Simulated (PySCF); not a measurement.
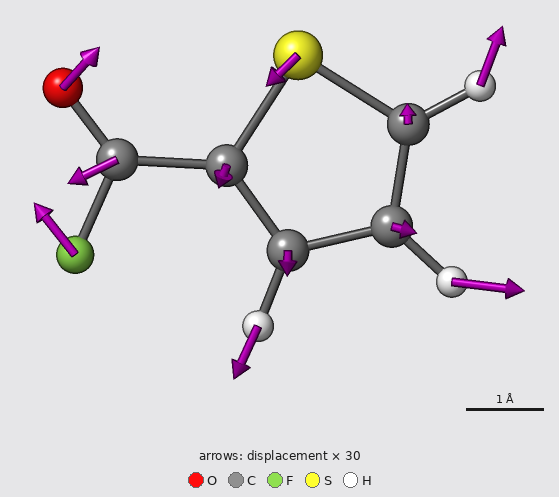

A relaxation of C5H3FOS. The starting structure is drawn; purple arrows show the displacements, magnified 30 times. The two geometries are superimposed by the best rigid fit.

Style: ball-and-stick. Shown at a tilt.

The start comes from GFN2-xTB.

Level of theory: PySCF, PBE0-D3(BJ)/def2-SVP geometry optimisation, gas phase. 

> What did the optimiser do to the structure, and how much energy did it gain?

The energy falls by 4.54 kJ/mol in 8 geometry steps. An H atom moves most after the best rigid fit: 0.033 Å. Largest moves by element: H 0.033 Å, F 0.030 Å, O 0.027 Å, C 0.025 Å, S 0.020 Å. Near-neighbour distances that change, for instance: C–F 1.374 → 1.343 Å, C–C 1.439 → 1.457 Å, C–H 1.075 → 1.090 Å, C–C 1.400 → 1.414 Å. Bond angles that change, for instance: O–C–C 130.1° → 127.7°. Cost: 68 s on 1 thread of AMD EPYC 7R13 Processor, with other jobs on the host.
